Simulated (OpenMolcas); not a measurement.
## Single-point calculation of HF (part 2 of 2)

The same run, continued: HF, multiplicity 3; revPBE/cc-pVTZ, UKS (OpenMolcas 26.06). The geometry is that of the parent species in another charge or spin state. The geometry comes from this level: PBE0-D4/def2-TZVP.

Geometry of the input (Å):
```
F  -0.3900  0.1446  -0.1964
H  0.3900  -0.1446  0.1964
```

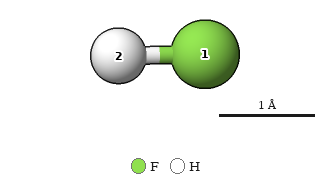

*The input geometry (ball-and-stick view, seen on its broad side; atoms are numbered from 1 in the order of the input).*

### Log, continued
```
    5   -0.5614    1.0000          6 F1     2px    (-0.508),    12 F1     2pz    ( 0.903),

    6   -0.0721    1.0000          4 F1     1s     ( 0.479),    32 H2     1s     (-0.512),    33 H2     1s     (-0.850),

    7    0.2653    0.0000         31 H2     1s     ( 1.004),    32 H2     1s     ( 0.853),    33 H2     1s     (-1.661),

    8    0.4769    0.0000          4 F1     1s     (-2.134),     7 F1     2px    (-2.319),    31 H2     1s     ( 2.922),

    9    0.4823    0.0000          9 F1     2py    (-0.612),    10 F1     2py    ( 0.929),    37 H2     2py    ( 0.481),

   10    0.5157    0.0000          7 F1     2px    (-0.433),    12 F1     2pz    (-0.556),    13 F1     2pz    ( 0.769),    39 H2     2pz    ( 0.517),

   11    0.6344    0.0000         10 F1     2py    (-1.202),    37 H2     2py    ( 1.095),

   12    0.6550    0.0000          7 F1     2px    ( 0.657),    13 F1     2pz    (-1.167),    39 H2     2pz    ( 0.976),

--

      All orbitals with orbital energies smaller than  E(LUMO)+0.5 are printed

++    Molecular orbitals:
      -------------------

      Title: UKS-DFT orbitals (beta)

      Molecular orbitals for symmetry species 1: a

      Basis set list:
        1 F1     1s                 10 F1     2py                19 F1     3d0                28 F1     4f1+               37 H2     2py
        2 F1     1s                 11 F1     2pz                20 F1     3d1+               29 F1     4f2+               38 H2     2pz
        3 F1     1s                 12 F1     2pz                21 F1     3d1+               30 F1     4f3+               39 H2     2pz
        4 F1     1s                 13 F1     2pz                22 F1     3d2+               31 H2     1s                 40 H2     3d2-
        5 F1     2px                14 F1     3d2-               23 F1     3d2+               32 H2     1s                 41 H2     3d1-
        6 F1     2px                15 F1     3d2-               24 F1     4f3-               33 H2     1s                 42 H2     3d0
        7 F1     2px                16 F1     3d1-               25 F1     4f2-               34 H2     2px                43 H2     3d1+
        8 F1     2py                17 F1     3d1-               26 F1     4f1-               35 H2     2px                44 H2     3d2+
        9 F1     2py                18 F1     3d0                27 F1     4f0                36 H2     2py

  Index Energy  Occupation Coefficients ...

    1  -24.5124    1.0000          1 F1     1s     ( 0.997),

    2   -1.2579    1.0000          3 F1     1s     ( 0.948),

    3   -0.6423    1.0000          6 F1     2px    ( 0.785),    12 F1     2pz    ( 0.395),    32 H2     1s     ( 0.624),

    4   -0.5266    1.0000          6 F1     2px    (-0.501),    12 F1     2pz    ( 0.891),

    5   -0.4810    0.0000          9 F1     2py    ( 0.941),

    6    0.0113    0.0000          4 F1     1s     (-0.524),    32 H2     1s     ( 0.481),    33 H2     1s     ( 0.941),

--

++    Molecular charges:
      ------------------

      Mulliken charges per centre and basis function type
      ---------------------------------------------------

                            F1                      H2
                     alpha        beta       alpha        beta
      1s           1.8699      1.9522      1.2868      0.1931
      2px          0.8781      0.8306      0.0066      0.0163
      2pz          0.9601      0.8882      0.0094      0.0103
      2py          0.9750      0.1008      0.0079      0.0021
      3d2+         0.0008      0.0007      0.0008      0.0010
      3d1+         0.0008      0.0007      0.0009      0.0014
      3d0          0.0003      0.0002      0.0007      0.0009
      3d1-         0.0002      0.0001      0.0003      0.0003
      3d2-         0.0006      0.0004      0.0008      0.0004
      4f3+        -0.0000      0.0000      0.0000      0.0000
      4f2+         0.0000      0.0000      0.0000      0.0000
      4f1+         0.0000      0.0000      0.0000      0.0000
      4f0          0.0000      0.0000      0.0000      0.0000
      4f1-         0.0000      0.0000      0.0000      0.0000
      4f2-         0.0000      0.0000      0.0000      0.0000
      4f3-        -0.0000      0.0000      0.0000      0.0000
      Total        4.6860      3.7741      1.3140      0.2259
      Total              8.4601                  1.5399

      Charge            0.5399                 -0.5399

      Total electronic charge=   10.000000

      Total            charge=   -0.000000
--

++    Molecular orbitals:
      -------------------

      Title: Natural orbitals

      Molecular orbitals for symmetry species 1: a

      Basis set list:
        1 F1     1s                 10 F1     2py                19 F1     3d0                28 F1     4f1+               37 H2     2py
        2 F1     1s                 11 F1     2pz                20 F1     3d1+               29 F1     4f2+               38 H2     2pz
        3 F1     1s                 12 F1     2pz                21 F1     3d1+               30 F1     4f3+               39 H2     2pz
        4 F1     1s                 13 F1     2pz                22 F1     3d2+               31 H2     1s                 40 H2     3d2-
        5 F1     2px                14 F1     3d2-               23 F1     3d2+               32 H2     1s                 41 H2     3d1-
        6 F1     2px                15 F1     3d2-               24 F1     4f3-               33 H2     1s                 42 H2     3d0
        7 F1     2px                16 F1     3d1-               25 F1     4f2-               34 H2     2px                43 H2     3d1+
        8 F1     2py                17 F1     3d1-               26 F1     4f1-               35 H2     2px                44 H2     3d2+
        9 F1     2py                18 F1     3d0                27 F1     4f0                36 H2     2py

  Index Energy  Occupation Coefficients ...

    1  -24.5113    2.0000          1 F1     1s     ( 0.996),

    2   -0.5439    1.9999          6 F1     2px    (-0.505),    12 F1     2pz    ( 0.897),

    3   -0.6867    1.9999          6 F1     2px    (-0.795),    12 F1     2pz    (-0.400),    32 H2     1s     (-0.673),

    4   -1.2939    1.9996          3 F1     1s     (-0.982),

    5   -0.5650    1.0000          9 F1     2py    ( 1.004),

    6   -0.0296    1.0000          4 F1     1s     ( 0.480),    32 H2     1s     (-0.517),    33 H2     1s     (-0.847),

    7    2.1703    0.0004          3 F1     1s     ( 0.880),     4 F1     1s     (-0.892),    33 H2     1s     ( 0.474),

    8    2.6418    0.0001          6 F1     2px    ( 0.791),     7 F1     2px    (-0.942),    31 H2     1s     ( 1.104),    32 H2     1s     (-0.590),

    9    2.5597    0.0001          7 F1     2px    ( 0.641),    12 F1     2pz    ( 0.843),    13 F1     2pz    (-1.140),

   10    8.0618    0.0000          2 F1     1s     ( 2.489),     3 F1     1s     (-3.820),     4 F1     1s     ( 2.097),

   11    0.4876    0.0000         32 H2     1s     ( 0.938),    33 H2     1s     (-1.552),

   12    1.4025    0.0000          4 F1     1s     ( 2.721),     7 F1     2px    ( 2.153),    31 H2     1s     (-3.129),

   13    0.5237    0.0000          9 F1     2py    (-0.612),    10 F1     2py    ( 0.929),    37 H2     2py    ( 0.481),

   14    1.1546    0.0000         35 H2     2px    (-0.495),    39 H2     2pz    ( 0.879),

   15    0.6664    0.0000         10 F1     2py    (-1.202),    37 H2     2py    ( 1.095),

   16    3.6666    0.0000          7 F1     2px    (-0.455),    11 F1     2pz    (-0.512),    13 F1     2pz    ( 0.809),    39 H2     2pz    (-0.619),

   17    1.7955    0.0000          3 F1     1s     (-2.844),     4 F1     1s     ( 5.260),

   18    2.6733    0.0000          4 F1     1s     (-3.957),    31 H2     1s     ( 2.864),    35 H2     2px    (-2.298),

   19    1.6738    0.0000         15 F1     3d2-   (-0.465),    17 F1     3d1-   ( 0.742),    19 F1     3d0    ( 0.386),

   20    1.9452    0.0000          4 F1     1s     (-5.035),    31 H2     1s     ( 8.118),

   21    1.9835    0.0000         10 F1     2py    ( 0.455),    15 F1     3d2-   ( 0.766),    23 F1     3d2+   ( 0.499),    37 H2     2py    (-0.714),

   22    3.8048    0.0000          3 F1     1s     ( 2.952),    31 H2     1s     (-3.547),    32 H2     1s     ( 3.972),

   23    2.0034    0.0000         13 F1     2pz    ( 0.411),    17 F1     3d1-   (-0.346),    19 F1     3d0    ( 0.668),    21 F1     3d1+   ( 0.549),
                                  23 F1     3d2+   (-0.477),    35 H2     2px    ( 0.364),    39 H2     2pz    (-0.647),

   24    3.1468    0.0000         40 H2     3d2-   ( 0.488),    41 H2     3d1-   (-0.777),    42 H2     3d0    (-0.405),

   25    4.6662    0.0000          2 F1     1s     (-1.569),     3 F1     1s     ( 2.717),    32 H2     1s     (-2.877),

   26    5.8842    0.0000          2 F1     1s     (-1.895),     3 F1     1s     ( 3.479),

   27    3.4156    0.0000          8 F1     2py    ( 0.652),     9 F1     2py    (-0.726),    36 H2     2py    ( 1.133),    37 H2     2py    (-0.670),

   28    3.5023    0.0000         34 H2     2px    ( 0.592),    38 H2     2pz    (-1.051),    39 H2     2pz    ( 0.659),

   29    3.7566    0.0000          8 F1     2py    (-1.104),     9 F1     2py    ( 1.486),    40 H2     3d2-   ( 0.797),

   30    5.0227    0.0000          4 F1     1s     ( 2.004),    31 H2     1s     (-3.475),    32 H2     1s     ( 1.812),    35 H2     2px    ( 1.861),

   31    4.0991    0.0000          6 F1     2px    ( 0.687),    11 F1     2pz    ( 0.862),    12 F1     2pz    (-1.223),    42 H2     3d0    (-0.699),

   32    4.5321    0.0000          8 F1     2py    (-2.503),     9 F1     2py    ( 2.298),

   33    5.2303    0.0000          4 F1     1s     ( 1.058),     6 F1     2px    ( 1.434),    31 H2     1s     (-1.755),

   34    4.5638    0.0000          5 F1     2px    (-1.300),     6 F1     2px    ( 1.238),    11 F1     2pz    ( 2.356),    12 F1     2pz    (-2.157),

   35    6.0910    0.0000          4 F1     1s     ( 3.723),     5 F1     2px    ( 3.464),     6 F1     2px    (-1.928),     7 F1     2px    ( 1.944),
                                  31 H2     1s     (-3.118),    32 H2     1s     (-3.013),    35 H2     2px    ( 1.949),

   36    8.1130    0.0000          4 F1     1s     (-0.555),     8 F1     2py    ( 0.452),    14 F1     3d2-   (-0.706),    15 F1     3d2-   ( 0.758),
                                  22 F1     3d2+   (-0.452),    28 F1     4f1+   ( 0.437),    31 H2     1s     ( 0.541),

   37    7.7949    0.0000         32 H2     1s     ( 1.830),

   38    6.8631    0.0000         24 F1     4f3-   ( 0.525),    25 F1     4f2-   (-0.803),

   39    6.7980    0.0000         26 F1     4f1-   ( 0.469),    27 F1     4f0    ( 0.501),    28 F1     4f1+   ( 0.534),    29 F1     4f2+   ( 0.362),

   40    7.9538    0.0000          5 F1     2px    ( 0.394),    11 F1     2pz    (-0.477),    19 F1     3d0    (-0.502),    22 F1     3d2+   (-0.390),
                                  23 F1     3d2+   ( 0.549),    28 F1     4f1+   (-0.748),    30 F1     4f3+   ( 0.415),    42 H2     3d0    (-0.387),
                                  44 H2     3d2+   ( 0.386),

   41    7.9316    0.0000         32 H2     1s     (-2.888),

   42    7.5337    0.0000          8 F1     2py    ( 0.564),     9 F1     2py    (-0.381),    14 F1     3d2-   ( 0.463),    22 F1     3d2+   ( 0.302),
                                  24 F1     4f3-   ( 0.406),    25 F1     4f2-   ( 0.349),    29 F1     4f2+   ( 0.407),    30 F1     4f3+   ( 0.552),
                                  36 H2     2py    (-0.385),    40 H2     3d2-   ( 0.405),

   43    8.2473    0.0000          4 F1     1s     (-1.007),    32 H2     1s     ( 1.982),

--

++    Molecular properties:
      ---------------------

      Charge (e):
                      =   -0.0000
      Dipole Moment (debye):
      Origin of the operator (angstrom)=   -0.3507    0.1300   -0.1766
                   X= -2.0075E+00               Y=  7.4430E-01               Z= -1.0109E+00           Total=  2.3677E+00
      Quadrupole Moment (debye*angstrom):
      Origin of the operator (angstrom)=   -0.3507    0.1300   -0.1766
                  XX= -9.6169E+00              XY=  9.0743E-01              XZ= -9.6792E-01              YY= -7.2059E+00
                  YZ=  5.7979E-01              ZZ= -8.0919E+00
      In traceless form (debye*angstrom)
                  XX= -1.9680E+00              XY=  1.3611E+00              XZ= -1.4519E+00              YY=  1.6485E+00
                  YZ=  8.6968E-01              ZZ=  3.1951E-01
--

--- Stop Module: scf /rc=_RC_ALL_IS_WELL_ ---
--- Module scf spent 8 seconds ---

.##################.
.# Happy landing! #.
.##################.

    Timing: Wall=9.43 User=8.06 System=1.37
```

### Results in brief

```json
{"quantity": "outcome", "value": "converged"}
{"quantity": "total energy", "value": "−100.075103 hartree"}
{"quantity": "basis functions", "value": "44"}
{"quantity": "⟨S²⟩", "value": "2.001"}
{"quantity": "dipole moment", "value": "2.37 debye"}
{"quantity": "wall time", "value": "9.9 s"}
{"quantity": "peak memory", "value": "0.38 GiB"}
```
